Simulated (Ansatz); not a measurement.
**UCCSDT/STO-3G run of BH2SO (SMILES O[B]S)**

Aim: the vertical ionisation energy of BH2SO at UCCSDT/STO-3G, from 2 runs. 

Program for the calculation: Ansatz 0.2.0.

76 further runs of the same task are left out: 2 that didn't finish, 74 set aside as unsound or not needed.

### Step 1. The system as given

BH2SO: 5 atoms, total charge 0, spin state doublet. As SMILES, `O[B]S`. The coordinates come from a PBE0-D4/def2-TZVP relaxation. This is a higher conformer, about 7 kJ/mol above the lowest found by a separate search.

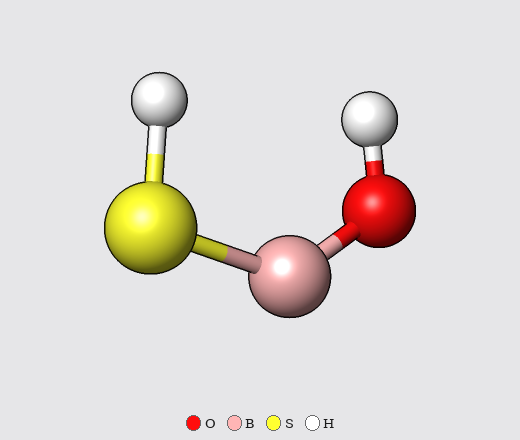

Viewed from a chosen angle; oxygen red, boron pink, sulfur yellow, hydrogen white.

### Step 2. The energy at UCCSDT/STO-3G

molecule.yaml

```yaml
crystal:
  periodic: [false, false, false]
  atoms:
    - {symbol: O, position_ang: [-1.294700, -0.054700, -0.435600]}
    - {symbol: B, position_ang: [-0.454300, 0.825600, 0.109700]}
    - {symbol: S, position_ang: [1.253800, 0.694200, 0.611100]}
    - {symbol: H, position_ang: [-0.947100, -0.940000, -0.604700]}
    - {symbol: H, position_ang: [1.492100, -0.598600, 0.278200]}
basis:
  gaussian: {orbitals: STO-3G}
magnetization: {spin_polarized: true, initial_magnetization: 1}
correlation: {method: ccsdt, frozen_orbitals: {B: 1, H: 0, O: 1, S: 5}}
accuracy: high
scf: {omitted_lower_state_checks: [cluster_reference, increment]}
```

The run is started by

```sh
ansatz run molecule.yaml --threads 1 --pin off --max-ram 2610MiB --events-out events.jsonl --progress --plain --runs-dir runs
```

The log of the run (excerpt; [...] marks lines left out):

```text
Warning: RAYON_NUM_THREADS=1 ignored (pool sized by the plan → 1); use --threads N
Functional definition: HF
  name "HF"
[...]
374 factors; integrals over basis functions are off by at most 3.2e-8 eV
[...]
mean field -13402.76459022 eV, -492.5425139706 hartree, gradient 2.0e-8 eV, S^2 0.757245; 0 other end points of the search recorded, 0 dependent functions left out
7 core orbitals not correlated: weight in the atoms' cores, before any rotation towards them, 1.000 or more for the frozen orbitals, at most 0.000 for the correlated occupied ones
reference -13402.76459022 eV, -492.5425139706 hartree; 9, 8 occupied and 5, 6 virtual orbitals, 374 factors
second order -2.56451144 eV of doubles, -0.00000000 eV of singles
cycle   1  -2.92891678 eV  change   -3.6e-1 eV  update   9.0e-2
[...]
cycle  28  -3.38871409 eV  change   4.5e-10 eV  update   1.3e-9
Total energy: -13406.15330432 eV, -492.6670469166 hartree
Checks for a lower state left out: cluster_reference, increment
```

Run time: 1.3 s. Hardware: 1 thread of Arm Neoverse V1, shared host.

### Step 3. The singlet cation at the same level

Changes to molecule.yaml since step 2:

```diff
@@ -10,3 +10,4 @@
   gaussian: {orbitals: STO-3G}
-magnetization: {spin_polarized: true, initial_magnetization: 1}
+total_charge: 1
+magnetization: {spin_polarized: false}
 correlation: {method: ccsdt, frozen_orbitals: {B: 1, H: 0, O: 1, S: 5}}
```

The run is started by

```sh
ansatz run molecule.yaml --threads 1 --pin off --max-ram 2610MiB --events-out events.jsonl --progress --plain --runs-dir runs
```

The log of the run (excerpt; [...] marks lines left out):

```text
Warning: RAYON_NUM_THREADS=1 ignored (pool sized by the plan → 1); use --threads N
[... 2 set-up lines as earlier in the session ...]
[...]
374 factors; integrals over basis functions are off by at most 3.2e-8 eV
[...]
mean field -13396.93109003 eV, -492.3281367927 hartree, gradient 1.4e-8 eV, S^2 0.000000; 0 other end points of the search recorded, 0 dependent functions left out
7 core orbitals not correlated: weight in the atoms' cores, before any rotation towards them, 1.000 or more for the frozen orbitals, at most 0.000 for the correlated occupied ones
reference -13396.93109003 eV, -492.3281367927 hartree; 8, 8 occupied and 6, 6 virtual orbitals, 374 factors
second order -3.32031078 eV of doubles, -0.00000000 eV of singles
cycle   1  -3.53299099 eV  change   -2.1e-1 eV  update   1.3e-1
[...]
cycle  32  -4.21868153 eV  change  -9.7e-10 eV  update   1.2e-9
Total energy: -13401.14977156 eV, -492.4831704793 hartree
Checks for a lower state left out: cluster_reference, increment
```

It took 0.48 s on 1 thread of Arm Neoverse V1, shared host.

### Step 4. Summary of results

Level: UCCSDT/STO-3G, 7 core orbitals frozen.

| quantity | value |
| --- | --- |
| doublet BH2SO: total energy | -492.66705 Eh |
| doublet BH2SO: correlation energy (7 core orbitals frozen) | -124.5 mEh |
| doublet BH2SO: ⟨S²⟩ of the reference determinant | 0.757 |
| doublet BH2SO: T1 diagnostic | 0.017 |
| singlet cation: total energy | -492.48317 Eh |
| singlet cation: correlation energy (7 core orbitals frozen) | -155.0 mEh |
| singlet cation: T1 diagnostic | 0.028 |
| vertical ionisation energy (to the singlet cation) | 5.004 eV |

Removing an electron at fixed nuclei costs 5.00 eV (483 kJ/mol). Only the singlet of the ionised species was computed; a triplet could lie lower. In a minimal basis such a difference can be off by several eV, whatever the method. The T1 diagnostic (singlet cation) of 0.028 is above the customary mark for such species, so a single reference may not serve.
